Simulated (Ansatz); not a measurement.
Ligand exchange: C5H11N + Cd(CH3)(SH) → C5H10S + Cd(CH3)(NH2)

Gas-phase species: C5H11N (cyclopentylamine) `NC1CCCC1`, singlet; Cd(CH3)(SH), singlet; C5H10S `SC1CCCC1`, singlet; Cd(CH3)(NH2), singlet. The partners trade NH2 for SH: C–NH2 and Cd–SH bonds give way to C–SH and Cd–NH2.

Shapes, held fixed at every level: PBE0-D4/def2-TZVP. Flexible molecules stand in one conformer, not always the lowest. Programs: Ansatz 0.2.0. Electronic energies: no zero-point or thermal term.

```csv
level,kind,ΔE (kJ/mol),less CCSD(T)/def2-TZVPP
HF/def2-SVP,Hartree–Fock,+124.0,+45.8
HF/def2-TZVPP,Hartree–Fock,+107.9,+29.7
B3LYP-D4/def2-TZVPP,global hybrid,+82.0,+3.8
PBE0-D4/def2-TZVPP,global hybrid,+87.0,+8.8
wB97X-V/def2-TZVPP,range-separated hybrid,+84.0,+5.8
B2PLYP/def2-TZVPP,double hybrid,+80.5,+2.3
CCSD(T)/def2-SVP,coupled cluster or CI,+91.9,+13.7
CCSD(T)/def2-TZVPP,coupled cluster or CI,+78.2,0.0
```

The highest level, CCSD(T)/def2-TZVPP, gives ΔE = +78.2 kJ/mol; the levels span +78.2 to +124.0. The column of differences is taken from that level and isn't an error. No measured value is set beside it here. For atoms past krypton def2 sets carry core potentials with scalar relativity. Outer-core shells of Cd are correlated, in sets that cover them unevenly.

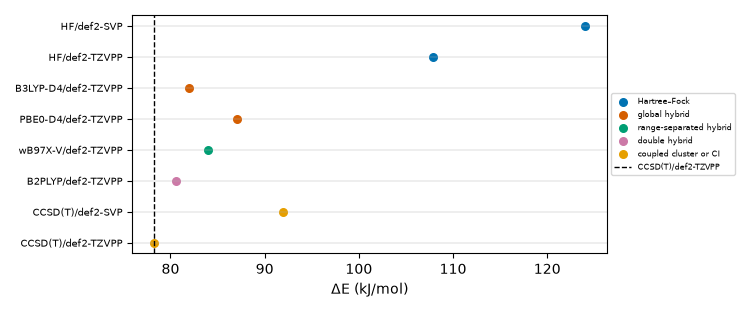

The values of the table, level by level.
